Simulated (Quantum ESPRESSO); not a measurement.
**GaP (F-43m): modes at Γ and the response to a field**

Aim: the zone-centre modes of GaP (F-43m).

Method: DFT LDA, scalar-relativistic, plane waves, PseudoDojo norm-conserving pseudopotentials, in Quantum ESPRESSO 7.5.

**What experiment says.**

“Temperature dependence of the optical phonon reflection band in GaP” (2021, arxiv:2105.06662) quotes from earlier work for GaP, zinc blende (literature value (Ref. 21), 300 K): Raman mode (TO at Gamma) 367.3 cm⁻¹; infrared mode (TO at Gamma) 366.3 ± 0.3 cm⁻¹.

This is a report of a sequence of runs, with most program output left out.

## 1. Set-up

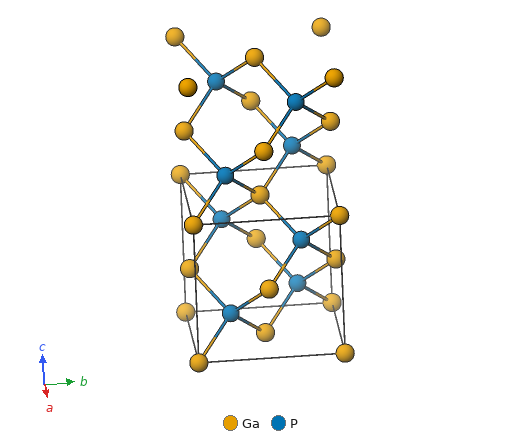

The cell as given, slightly off an axis (gallium orange, phosphorus blue). 1×1×2 cells are drawn. This picture shows the conventional cell, with its axes. Bonds to atoms that aren't drawn are left out. Some periodic images of atoms are drawn too.

As a file:

```
Ga P
1.0
    -2.72525    0.00000    2.72525
     0.00000    2.72525    2.72525
    -2.72525    2.72525    0.00000
Ga P
1 1
Direct
  0.00000 0.00000 0.00000
  0.25000 0.25000 0.25000
```

## 2. A probe with smearing

A cheap run with smearing and empty bands tells whether the crystal has a gap, which decides between fixed occupations and smearing later on.

Contents of probe.in:

```
 &control
    calculation='scf',
    prefix='x',
    outdir='./tmp',
    pseudo_dir='./pseudo',
    tprnfor=.true.,
    tstress=.true.,
    verbosity='high',
 /
 &system
    ibrav=2,
    celldm(1)=10.29995224,
    nat=2,
    ntyp=2,
    ecutwfc=88.0,
    occupations='smearing',
    smearing='gaussian',
    degauss=0.01,
 /
 &electrons
    conv_thr=1.0d-07,
    mixing_beta=0.7,
    electron_maxstep=100,
 /
ATOMIC_SPECIES
 Ga     69.7230  Ga.upf
 P      30.9738  P.upf
ATOMIC_POSITIONS crystal
 Ga     0.000000000   0.000000000   0.000000000
 P      0.250000000   0.250000000   0.250000000
K_POINTS automatic
 6 6 6 0 0 0
```

The run is started by

```bash
$ OMP_NUM_THREADS=1 mpirun -n 4 pw.x -nk 4 -in probe.in > probe.out
```

Elapsed: 3.2 s, on 4 MPI ranks of Arm Neoverse V2, shared host; 13 s of CPU time.

Numbers from this step:

| Item | Value |
| --- | --- |
| volume per atom | 20.24 Å³ |
| pressure | -2.889 GPa |
| gap on the k-mesh | 1.498 eV |

A gap of 1.5 eV opens on this mesh, so the crystal is taken as an insulator; the start stands at -2.9 GPa.

## 3. Relaxing the cell and atoms

The relaxation runs at a cutoff a fifth above that of the response, since stress converges more slowly with the basis than frequencies do. Forces and stress are brought to rest with tight thresholds.

Contents of relax.in:

```
 &control
    calculation='vc-relax',
    prefix='x',
    outdir='./tmp',
    pseudo_dir='./pseudo',
    tprnfor=.true.,
    tstress=.true.,
    forc_conv_thr=2.0d-05,
    etot_conv_thr=1.0d-07,
    nstep=40,
 /
 &system
    ibrav=2,
    celldm(1)=10.29995224,
    nat=2,
    ntyp=2,
    ecutwfc=106,
    occupations='fixed',
    nbnd=11,
 /
 &electrons
    conv_thr=1.0d-11,
    mixing_beta=0.7,
    electron_maxstep=100,
 /
 &ions
 /
 &cell
    press_conv_thr=0.2,
 /
ATOMIC_SPECIES
 Ga     69.7230  Ga.upf
 P      30.9738  P.upf
ATOMIC_POSITIONS crystal
 Ga     0.000000000   0.000000000   0.000000000
 P      0.250000000   0.250000000   0.250000000
K_POINTS automatic
 8 8 8 0 0 0
```

The run is started by

```bash
$ OMP_NUM_THREADS=1 mpirun -n 4 pw.x -nk 4 -in relax.in > relax.out
```

The job ended after 36 s (4 MPI ranks; 2.4 min of CPU time).

Relaxation path:

| step | energy less that of the first step (eV) | largest force (eV/Å) | pressure (GPa) | volume (Å³) |
| --- | --- | --- | --- | --- |
| 1 | 0.0000 | 0.0000 | -2.92 | 40.48 |
| 2 | -0.0087 | 0.0000 | -1.73 | 39.88 |
| 3 | -0.0131 | 0.0000 | 0.12 | 39.04 |
| 4 | -0.0131 | 0.0000 | 0.00 | 39.09 |
| 5 | -0.0131 | 0.0000 | 0.00 | 39.09 |
| 6 | -0.0130 | 0.0000 | 0.00 | 39.09 |

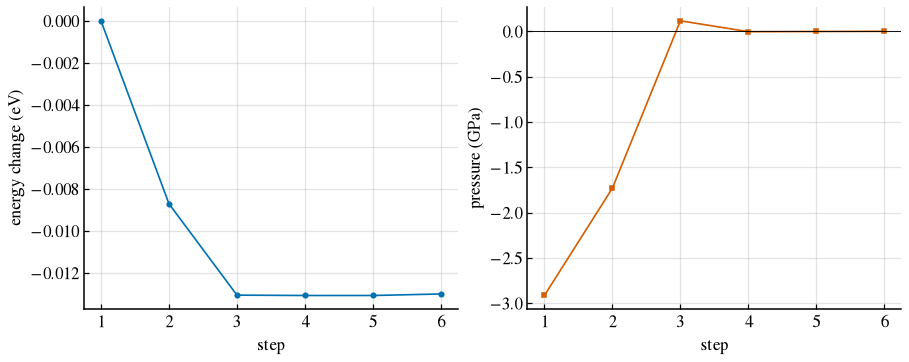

Energy and pressure along the relaxation.

| conventional cell, symmetrised | before | after | change |
| --- | --- | --- | --- |
| a (Å) | 5.451 | 5.387 | -1.2 % |
| b (Å) | 5.451 | 5.387 | -1.2 % |
| c (Å) | 5.451 | 5.387 | -1.2 % |
| volume (Å³/atom) | 20.24 | 19.54 | -3.4 % |

The relaxed structure:

```
CELL_PARAMETERS angstrom
-2.69366 0.00000 2.69366
0.00000 2.69366 2.69366
-2.69366 2.69366 0.00000
ATOMIC_POSITIONS crystal
Ga 0.00000 0.00000 0.00000
P 0.25000 0.25000 0.25000
```

The last row of the table of steps is pw.x's closing run on a basis chosen anew for the final cell, so its energy can jump.

This step gave:

* volume per atom: 19.54 Å³
* pressure: 0 GPa
* gap on the k-mesh: 1.438 eV

The volume changes by -3.4 % from the cell with which this run began.

## 4. Ground state

Perturbation theory inherits every error of the wavefunctions, so the threshold is set near the limit of the arithmetic. With a gap, occupations are fixed, which also allows the response to an electric field.

Contents of scf.in:

```
 &control
    calculation='scf',
    prefix='x',
    outdir='./tmp',
    pseudo_dir='./pseudo',
    tprnfor=.true.,
    tstress=.true.,
 /
 &system
    ibrav=2,
    celldm(1)=10.18056104,
    nat=2,
    ntyp=2,
    ecutwfc=88.0,
    occupations='fixed',
    nbnd=11,
 /
 &electrons
    conv_thr=1.0d-12,
    mixing_beta=0.7,
    electron_maxstep=100,
 /
ATOMIC_SPECIES
 Ga     69.7230  Ga.upf
 P      30.9738  P.upf
ATOMIC_POSITIONS crystal
 Ga     0.000000000   0.000000000   0.000000000
 P      0.250000000   0.250000000   0.250000000
K_POINTS automatic
 8 8 8 0 0 0
```

The run is started by

```bash
$ OMP_NUM_THREADS=1 mpirun -n 4 pw.x -nk 4 -in scf.in > scf.out
```

Wall time 7.4 s (4 MPI ranks); 29 s of CPU time.

Read from the output:

```yaml
pressure: 0.001 GPa
```

The cell stands at 0.001 GPa, close enough for phonons.

## 5. Zone-centre response

At q = 0 one unit cell holds all displacements; symmetry groups them into irreducible representations that are solved one by one. The response to a field gives ε∞ and the Born charges, which polar modes need.

Contents of ph.in:

```
phonons
 &inputph
    prefix='x',
    outdir='./tmp',
    fildyn='g.dyn',
    tr2_ph=1.0d-18,
    epsil=.true.,
 /
0.000000000000 0.000000000000 0.000000000000
```

The run is started by

```bash
$ OMP_NUM_THREADS=1 mpirun -n 4 ph.x -nk 4 -in ph.in > ph.out
```

It took 2.8 min on 4 MPI ranks.

This step gave:

| Quantity | Value |
| --- | --- |
| miss of the charge sum rule | 0.1193 e |
| largest acoustic frequency at the zone centre before the sum rule | 3.14 cm⁻¹ |
| highest optical zone-centre mode (no LO-TO term) | 365.3 cm⁻¹ |
| lowest optical zone-centre mode | 365.3 cm⁻¹ |
| mean high-frequency dielectric constant | 11.59 |
| largest Born charge in size (third of the trace) | 2.160 e |

Born charge (rows field, columns displacement), before the sum rule (e), principal values of the symmetric part by kind of site:

| atom | atoms with these values | low | middle | high | mean |
| --- | --- | --- | --- | --- | --- |
| Ga1 | 1 | 2.04 | 2.04 | 2.04 | 2.04 |
| P2 | 1 | -2.16 | -2.16 | -2.16 | -2.16 |

In full for Ga1:

```
2.04 0.00 0.00
0.00 2.04 0.00
0.00 0.00 2.04
```

High-frequency dielectric tensor:

```
11.59  0.00  0.00
 0.00 11.59  0.00
 0.00  0.00 11.59
```

The acoustic modes at Γ come out as far as 3.1 cm⁻¹ from zero, where they should vanish, a small numerical error; the Born charges miss their sum rule by 0.12 e, too much: mesh or cutoff is short for the field response.

## 6. Modes with the sum rule

A rigid shift of the crystal must cost nothing, but grids and finite bases break this; the acoustic sum rule is imposed before the matrix is diagonalised again. With Born charges the intensities follow, and the static dielectric tensor.

Contents of dynmat.in:

```
 &input
    fildyn='g.dyn',
    asr='simple',
    fileig='dynmat.eig',
    lperm=.true.,
 /
```

The run is started by

```bash
$ dynmat.x -in dynmat.in > dynmat.out
```

Run time: 0.46 s. Hardware: 1 thread.

This step gave:

```
mean static dielectric constant : 13.53
```

Unit eigenvectors of the mass-weighted matrix after the sum rule; no LO-TO term. Modes at Γ, with each element's share of the kinetic energy:

| mode | frequency (cm⁻¹) | symmetry | Ga % | P % |
| --- | --- | --- | --- | --- |
| 1 | 0.0 | acoustic | 69 | 31 |
| 2 | 0.0 | acoustic | 69 | 31 |
| 3 | 0.0 | acoustic | 69 | 31 |
| 4 | 365.3 | T2 | 31 | 69 |
| 5 | 365.3 | T2 | 31 | 69 |
| 6 | 365.3 | T2 | 31 | 69 |

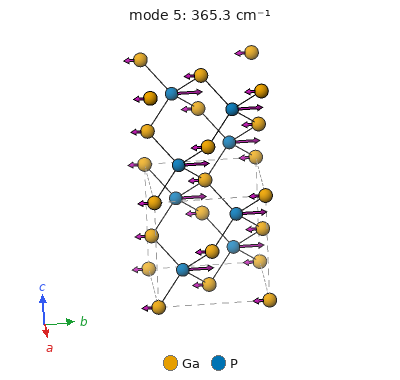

Displacement patterns of mode 5 at Γ; arrows are exaggerated. Bonds to atoms that aren't drawn are left out. 1×1×2 conventional cells are drawn. Some periodic images of atoms are drawn too.

Degenerate modes summed, no LO-TO term. Infrared lines, with heights relative to the strongest:

| position (cm⁻¹) | lines merged | label | IR intensity, relative |
| --- | --- | --- | --- |
| 365 | 3 | T2 | 100 |

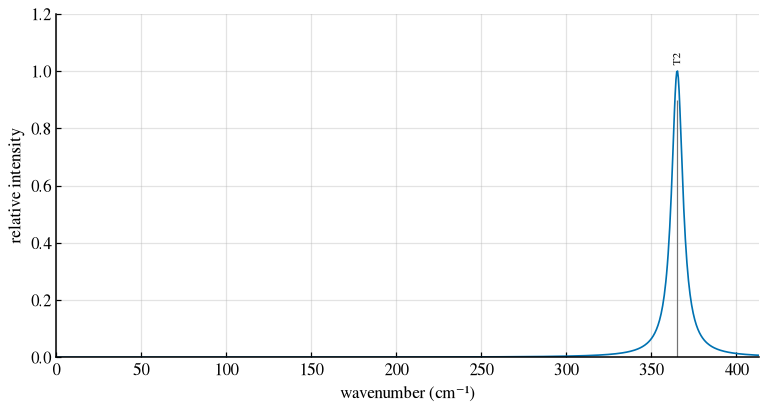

The infrared spectrum, broadened with Lorentzians of width 8 cm⁻¹; bars mark the lines.

Static dielectric tensor (ions relaxed, fixed cell):

```
13.53  0.00  0.00
 0.00 13.53  0.00
 0.00  0.00 13.53
```

The rule moves no optical mode by more than 0.1 cm⁻¹.

## 7. Modes along a direction of q (1 0 0)

A longitudinal polar mode sets up a macroscopic field that stiffens it; the term hangs on the direction from which q goes to zero.

Contents of dynmat.in:

```
 &input
    fildyn='g.dyn',
    asr='simple',
    fileig='dynmat.eig',
    q(1)=1.0,
    q(2)=0.0,
    q(3)=0.0,
 /
```

The run is started by

```bash
$ dynmat.x -in dynmat.in > dynmat.out
```

The job ended after 0.45 s (1 thread).

This step gave:

- highest mode moved by the LO-TO term: 394.7 cm⁻¹

Zone-centre frequencies as printed; negative means imaginary. Modes:

| mode | frequency (cm⁻¹) |
| --- | --- |
| 1 | 0 |
| 2 | 0 |
| 3 | 0 |
| 4 | 365.3 |
| 5 | 365.3 |
| 6 | 394.7 |

The field moves one mode, from 365 to 395 cm⁻¹; the others stay.

## 8. Results

* space group after relaxation: F-43m
* volume per atom: 19.5 Å³
* gap on the k-mesh: 1.44 eV
* highest optical zone-centre mode (no LO-TO term): 365.3 cm⁻¹
* highest mode moved by the LO-TO term (probably not converged in the k mesh): 394.7 cm⁻¹
* mean high-frequency dielectric constant (probably not converged in the k mesh): 11.6
* largest Born charge in size (third of the trace) (probably not converged in the k mesh): 2.16 e
* mean static dielectric constant (probably not converged in the k mesh): 13.5
* imaginary optical modes at the zone centre (no q mesh in this session): none

What this shows: At the LDA level the optical modes of GaP (F-43m) at the zone centre (no LO-TO term) lie at 365 cm⁻¹. Along the directions run, the highest mode that the macroscopic field moves lies at 395 cm⁻¹. Lattice motion raises the mean dielectric constant from 11.59 to 13.53. The Born charges miss their sum rule by 0.12 e, a sign that the k mesh or the cutoff is short for the field response. ε∞, the Born charges and what follows from them are probably not converged in the k mesh. The Lyddane-Sachs-Teller relation holds: (ωLO/ωTO)² is 1.17 and ε₀/ε∞ is 1.17. These are harmonic frequencies at zero temperature: anharmonic shifts and linewidths and thermal expansion are left out.

Comparison with the measured values:

| quantity | measured | LDA PseudoDojo norm-conserving, Quantum ESPRESSO |
| --- | --- | --- |
| Raman mode, TO at Gamma (cm⁻¹) | 367.3 | 365 (-0.5 %) |
| infrared mode, TO at Gamma (cm⁻¹) | 366.3 | 365 (-0.3 %) |

Measured values from arxiv:2105.06662 (2021).

How well it matches: The Raman mode is off by -0.5 %: good agreement. The infrared mode is off by -0.3 %: good agreement. The grades are ours: good and fair within 3 and 7 % for the Raman mode and 3 and 7 % for the infrared mode. Zero-point motion and thermal expansion (measured at up to 300 K) are not in the computed Raman mode and infrared mode. Limits of convergence are named above.

[Host names and launcher messages were left out of these logs when they were recorded.]

[Logs are printed without paths, hosts, clocks, repeated set-up lines and the standing remarks that a program may print on its own settings, such as how far it seeks lower states.]

[Hosts, paths, dates, database ids (printed as entryN), source tags and the programs' standing remarks are cut or masked in the printed files.]
